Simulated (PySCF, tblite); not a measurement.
**C₅H₁₂N₂O₂Si: geometry, infrared bands and NMR shifts**

Aim: predict the infrared bands and NMR shifts of C₅H₁₂N₂O₂Si (`CC(=O)O[C@@H]1CC[Si]1(N)N`).

Computed with tblite 0.8.0 and PySCF 2.14.0, with density-fitted response routines of our own, on a single molecule in the gas phase. Atoms are numbered from 0 throughout.

**1. The molecule as given**

22 atoms, charge 0, multiplicity 1; geometry from: force field or distance geometry start.

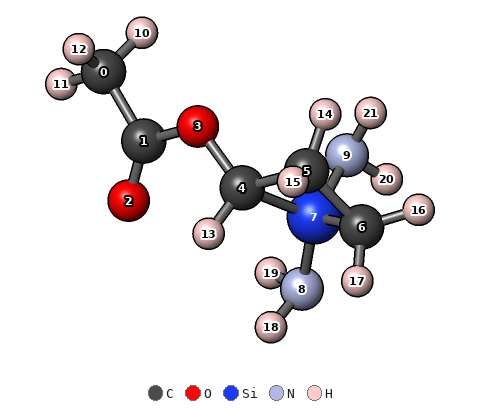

The starting geometry (carbon dark grey, oxygen red, silicon blue, nitrogen light blue, hydrogen pink), atoms numbered.

**2. Relaxing the molecule with GFN2-xTB**

Job settings and geometry (Å):

```
{"job": {"kind": "relax", "xc": "GFN2-xTB", "basis": "xTB"}, "charge": 0, "multiplicity": 1}
C      3.279700    -0.895400    -0.673400
C      2.154800     0.071000    -0.386700
O      2.056200     1.173100    -0.874600
O      1.301000    -0.471000     0.525300
C      0.153100     0.334900     0.869200
C     -0.863700    -0.309500     1.877700
C     -2.152700     0.294700     1.229500
Si    -1.256500     0.338500    -0.380100
N     -1.473600     1.611700    -1.422500
N     -1.434500    -0.973700    -1.405300
H      2.858600    -1.820700    -1.084700
H      3.939200    -0.454000    -1.412300
H      3.834700    -1.091700     0.248800
H      0.451000     1.347000     1.169700
H     -0.840300    -1.401200     1.893100
H     -0.705800     0.008200     2.932200
H     -3.034000    -0.346800     1.310500
H     -2.413900     1.275500     1.624100
H     -1.178800     2.486800    -0.980500
H     -0.832000     1.494000    -2.200600
H     -2.264100    -0.825800    -1.975800
H     -1.588800    -1.826400    -0.884500
```

The run is started by

```console
$ OMP_NUM_THREADS=1 python probes_run.py task.json out
```

The driver reads the jobs from task.json and runs them one after another.

**Question.** This job is followed by: GFN2-xTB harmonic vibrations, gas phase; GIAO PBE0/pcSseg-1 NMR shielding, non-relativistic, gas phase. What will the session give for the following? strongest single infrared mode (GFN2-xTB); zero-point energy (GFN2-xTB); 13C shifts against TMS (PBE0/pcSseg-1); 1H shifts against TMS (PBE0/pcSseg-1, means over atoms taken as alike); 17O shifts against H2O (PBE0/pcSseg-1); 29Si shifts against TMS (PBE0/pcSseg-1); 15N shifts against NH3 (PBE0/pcSseg-1); surface potential, least and greatest.

As calculated:

```
                                                              quantity                                               value
                             strongest single infrared mode (GFN2-xTB)                               1739 cm⁻¹, 393 km/mol
                                          zero-point energy (GFN2-xTB)                                      109.1 kcal/mol
                                13C shifts against TMS (PBE0/pcSseg-1)                   176.6, 82.8, 23.3, 22.4, 21.7 ppm
1H shifts against TMS (PBE0/pcSseg-1, means over atoms taken as alike)  4.17, 2.32, 2.05, 1.49, 1.34, 1.30, 0.88, 0.14 ppm
                                17O shifts against H2O (PBE0/pcSseg-1)                                    444.7, 233.1 ppm
                               29Si shifts against TMS (PBE0/pcSseg-1)                                            -5.0 ppm
                                15N shifts against NH3 (PBE0/pcSseg-1)                                      26.0, 13.6 ppm
                                 surface potential, least and greatest                                  -1.70 V and 1.43 V
```

Relaxing lowered the energy by 0.732 eV in 125 steps; the close pair that moved most is C6–Si7, from 1.843 to 1.924 Å. No mode is imaginary among the 60: a minimum at this level. The strongest single mode, at 1739 cm⁻¹, moves mainly C1 and O2. Unscaled tight-binding wavenumbers are off by several per cent, some by more. Its intensities can rank the bands wrongly. The most deshielded hydrogen is H13 (hydrogen on an sp3 CH bonded to O and Si), at 4.17 ppm: its carbon carries O, which withdraws density. At PBE0/pcSseg-1: The widest tensor belongs to O2: span 683 ppm, with a paramagnetic part of -516 ppm.
